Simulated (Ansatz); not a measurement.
**AlH5O2Si: density, localisation and related maps**

Input file:

```
crystal:
  periodic: [false, false, false]
  atoms:
    - symbol: Al
      position_ang: [-3.440292, -1.174784, -0.729934]
    - symbol: O
      position_ang: [0.009781, 0.147773, 1.196852]
    - symbol: O
      position_ang: [-2.252911, -1.230029, 0.488643]
    - symbol: Si
      position_ang: [-1.049352, -1.068984, 1.603642]
    - symbol: H
      position_ang: [0.547526, 0.016275, 0.407160]
    - symbol: H
      position_ang: [-0.343229, -2.379577, 1.692970]
    - symbol: H
      position_ang: [-1.612981, -0.661890, 2.912894]
    - symbol: H
      position_ang: [-3.005035, -0.672698, -2.163003]
    - symbol: H
      position_ang: [-4.901799, -1.645439, -0.366859]
basis:
  gaussian: {orbitals: def2-TZVPD}
hamiltonian: {xc: pbe0}
output: {forces: true, orbitals: {seedname: orbitals}}
```

Run with:

```sh
ansatz run input.yaml --threads 1 --pin off --max-ram 2610MiB --events-out events.jsonl --progress --plain --runs-dir runs
```

Geometry: B3LYP-D3(BJ)/def2-SVP.

Method: isolated molecule in a Gaussian basis; Kohn-Sham density functional theory, functional PBE0 (Ansatz).

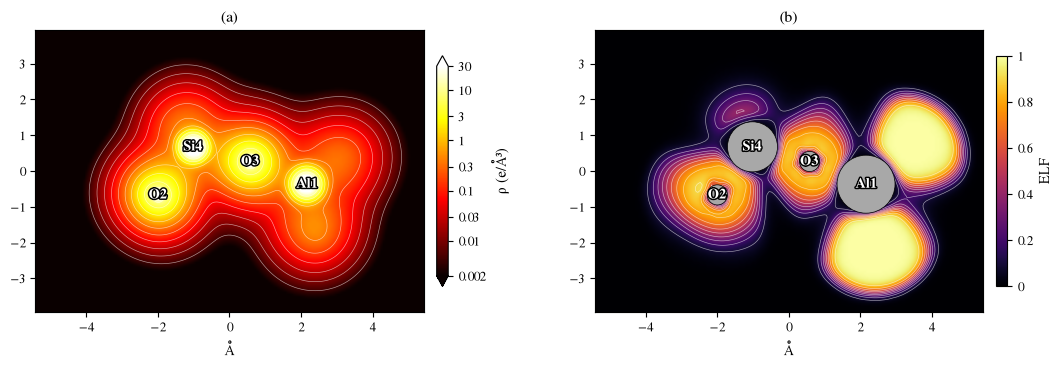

Figure 1. (a) total electron density; (b) electron localisation function on the plane of atoms O2, Si4 and O3. Grey discs cover the atomic cores in the ELF map.

### Read the bonding off the picture.

- The section cuts through Al, O and Si sites.
- Si–O (1.65 Å): ρ at the midpoint is about 1.1 e/Å³; the ELF peaks at about 0.85 between the atoms, as expected for a polar covalent bond.
- Al–O (1.70 Å): ρ is about 0.85 e/Å³ halfway; the ELF peaks at about 0.85 in the valence shell of O, 0.6 Å from its nucleus, and is about 0.45 at the midpoint.
- The ELF also peaks beside O2 and O3, away from the bonds: lone-pair regions.

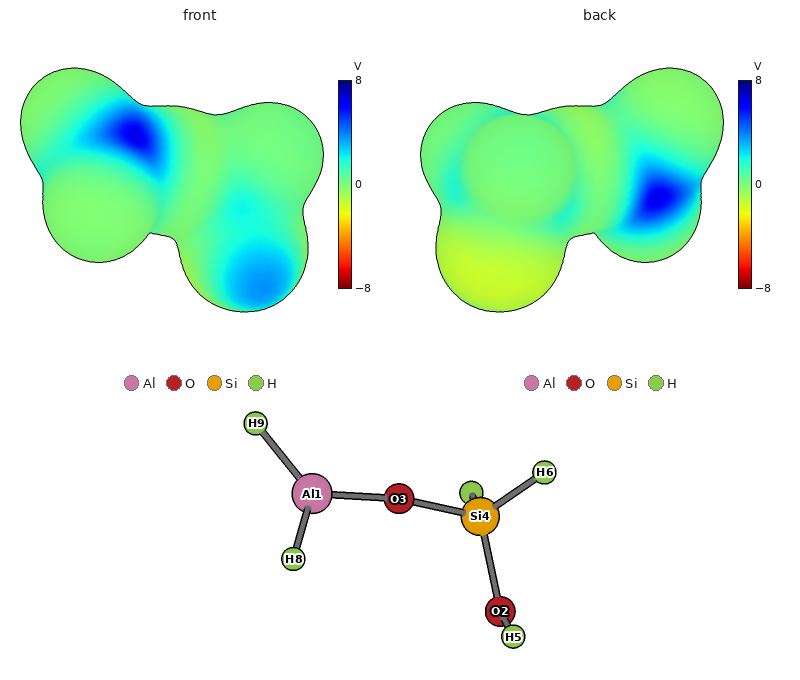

Figure 2. The molecular electrostatic potential painted on the density surface at 0.004 e/bohr³, seen from the front and from behind; red is negative and blue positive. The bare structure is drawn below in the same view.

### Describe the electrostatic potential map.

The most negative region (about −1.5 V) lies over O2, the most positive (about +6.2 V) over Al1. O2 is the likeliest acceptor of a hydrogen bond.

### How polar is the molecule by this calculation?

Its dipole moment is 1.42 D.

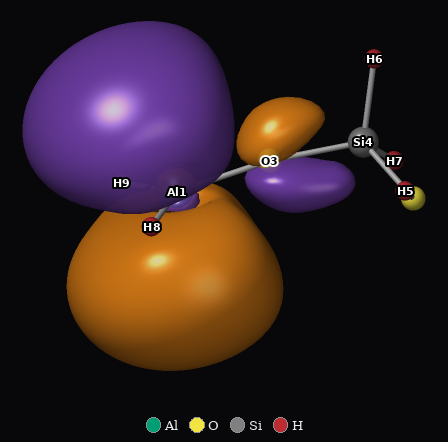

Figure 3. The LUMO at ±0.06 Å⁻³ᐟ² (orange and purple are the two phases), seen at an oblique angle.

### Where does this orbital lie, and at what energy?

Its weight (Hirshfeld) is mainly on Al1 (about 80 %), H8 (about 5 %) and H9 (about 5 %). Its energy is −1.22 eV.
